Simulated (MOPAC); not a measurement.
**Geometry relaxation, with input and output: C₂H₆Cl₂SSi**

The run: geometry relaxation of C₂H₆Cl₂SSi, SMILES CS[Si](C)(Cl)Cl. Method and program: PM3, closed shell, COSMO solvent hexane (MOPAC 23.2.5).

The run did not end well. The atoms were displaced at random from an optimised geometry.

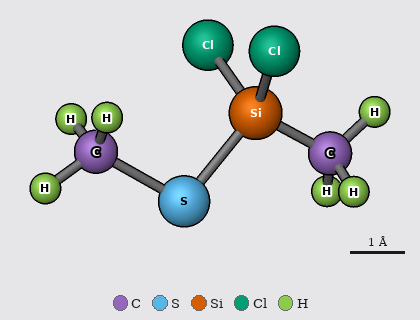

*The starting structure (ball-and-stick view, seen at a tilt).*

## Input (c2h6cl2ssi.mop)
```
PM3 CHARGE=0 ITRY=74 EPS=1.88 CYCLES=1 THREADS=1 AUX(PRECISION=6)
optimise of C2H6Cl2SSi
CS[Si](C)(Cl)Cl
C     0.000000  0    0.000000  0    0.000000  0   0   0   0
S     1.964157  1    0.000000  0    0.000000  0   1   0   0
Si    2.173677  1  101.984050  1    0.000000  0   2   1   0
C     1.678634  1  103.396670  1 -176.157360  1   3   2   1
Cl    2.021634  1  111.742580  1  121.915350  1   3   4   2
Cl    2.073152  1  115.201400  1 -119.053100  1   3   4   2
H     1.229605  1  117.412380  1 -176.412360  1   1   2   3
H     1.087280  1  101.239820  1  128.212240  1   1   7   2
H     1.180957  1  110.408760  1 -106.789820  1   1   8   7
H     1.210361  1  112.919200  1  -64.175490  1   4   3   5
H     1.097720  1  110.499030  1 -130.991390  1   4  10   3
H     1.198783  1   98.226000  1  102.567830  1   4  11  10
```

Run as:
```bash
mopac c2h6cl2ssi.mop
```

## Output
```
MOPAC v23.2.5
PM3 CALCULATION RESULTS

 *  PM3        - The PM3 Hamiltonian to be used
 *
 *
 *
 *                 CHARGE ON SYSTEM = 0
 *
 *
 *
 *  EPS=1.88   - USE COSMO IMPLICIT SOLVATION MODEL
 *  THREADS=1  - MULTI-THREADING NOT USED
 *  CYCLES=    - DO A MAXIMUM OF 1 STEPS
 *  ITRY=      - DO A MAXIMUM OF    74 ITERATIONS FOR SCF
 *  AUX        - OUTPUT AUXILIARY INFORMATION
PM3 CHARGE=0 ITRY=74 EPS=1.88 CYCLES=1 THREADS=1 AUX(PRECISION=6)
 optimise of C2H6Cl2SSi
 CS[Si](C)(Cl)Cl
  ATOM    CHEMICAL      BOND LENGTH      BOND ANGLE     TWIST ANGLE
 NUMBER    SYMBOL       (ANGSTROMS)      (DEGREES)       (DEGREES)
   (I)                     NA:I           NB:NA:I       NC:NB:NA:I       NA    NB    NC
     1       C          0.00000000       0.0000000       0.0000000        0     0     0
     2       S          1.96415700  *    0.0000000       0.0000000        1     0     0
     3      Si          2.17367700  *  101.9840500  *    0.0000000        2     1     0
     4       C          1.67863400  *  103.3966700  * -176.1573600  *     3     2     1
     5      Cl          2.02163400  *  111.7425800  *  121.9153500  *     3     4     2
     6      Cl          2.07315200  *  115.2014000  * -119.0531000  *     3     4     2
     7       H          1.22960500  *  117.4123800  * -176.4123600  *     1     2     3
     8       H          1.08728000  *  101.2398200  *  128.2122400  *     1     7     2
     9       H          1.18095700  *  110.4087600  * -106.7898200  *     1     8     7
    10       H          1.21036100  *  112.9192000  *  -64.1754900  *     4     3     5
    11       H          1.09772000  *  110.4990300  * -130.9913900  *     4    10     3
    12       H          1.19878300  *   98.2260000  *  102.5678300  *     4    11    10

          CARTESIAN COORDINATES

    NO.       ATOM           X           Y           Z

     1         C          0.0000      0.0000      0.0000
     2         S          1.9642      0.0000      0.0000
     3        Si          2.4155      2.1263      0.0000
     4         C          4.0900      2.1684     -0.1094
     5        Cl          1.7490      3.0776      1.6546
     6        Cl          1.4054      3.0375     -1.5644
     7         H         -0.5661     -1.0894      0.0683
     8         H         -0.4880      0.4384     -0.8671
     9         H         -0.3757      0.5207      0.9912
    10         H          4.5257      3.2900     -0.2410
    11         H          4.6281      1.6380      0.6869
    12         H          4.6255      1.6539     -1.0505

           Empirical Formula: C2 H6 S Si Cl2  =    12 atoms

      MOLECULAR POINT GROUP   :   C1

      RHF CALCULATION, NO. OF DOUBLY OCCUPIED LEVELS = 19

          Geometry optimization using EF

          DIAGONAL MATRIX USED AS START HESSIAN

 CYCLE:     1 TIME:   0.012 TIME LEFT:  2.00D  GRAD.:   160.190 HEAT: -75.29371

          EXCESS NUMBER OF OPTIMIZATION CYCLES

          CURRENT VALUE OF GRADIENT NORM =   87.504468

          CURRENT VALUE OF GEOMETRY

 PM3 CHARGE=0 ITRY=74 EPS=1.88 CYCLES=1 THREADS=1 AUX(PRECISION=6)
 optimise of C2H6Cl2SSi
 CS[Si](C)(Cl)Cl
  C     0.00000000 +0    0.0000000 +0    0.0000000 +0     0     0     0
  S     1.89370904 +1    0.0000000 +0    0.0000000 +0     1     0     0
 Si     2.19240499 +1  102.2348849 +1    0.0000000 +0     2     1     0
  C     1.74636305 +1  104.8307451 +1 -176.2915050 +1     3     2     1
 Cl     2.03670628 +1  112.0008907 +1  122.7167180 +1     3     4     2
 Cl     2.07940608 +1  114.8468501 +1 -120.4682936 +1     3     4     2
  H     1.15635926 +1  116.3288356 +1 -176.4915463 +1     1     2     3
  H     1.08529741 +1  102.3876152 +1  126.2922722 +1     1     7     2
  H     1.12529327 +1  110.1282187 +1 -108.2657521 +1     1     8     7
  H     1.15056467 +1  113.1005454 +1  -64.1819956 +1     4     3     5
  H     1.09952256 +1  109.4808633 +1 -131.9864566 +1     4    10     3
  H     1.14623766 +1   99.2444752 +1  104.3391443 +1     4    11    10

 *                                                                            *
 *     Error and normal termination messages reported in this calculation     *
 *                                                                            *
 * EXCESS NUMBER OF OPTIMIZATION CYCLES                                       *
 * JOB ENDED NORMALLY                                                         *
 *                                                                            *

 TOTAL JOB TIME:             0.03 SECONDS

 == MOPAC DONE ==
```

## Outcome

| quantity | value |
| --- | --- |
| outcome | not converged |
| basis functions | 30 |
| hardware | 1 thread of Arm Neoverse N1, 98 GiB of memory available, shared host |
| peak memory | 0.11 GiB |

## Diagnosis

Some settings of this run were drawn to be unusual or wrong. The run did not converge. Its last values are not results. Notes on the run: EXCESS NUMBER OF OPTIMIZATION CYCLES.
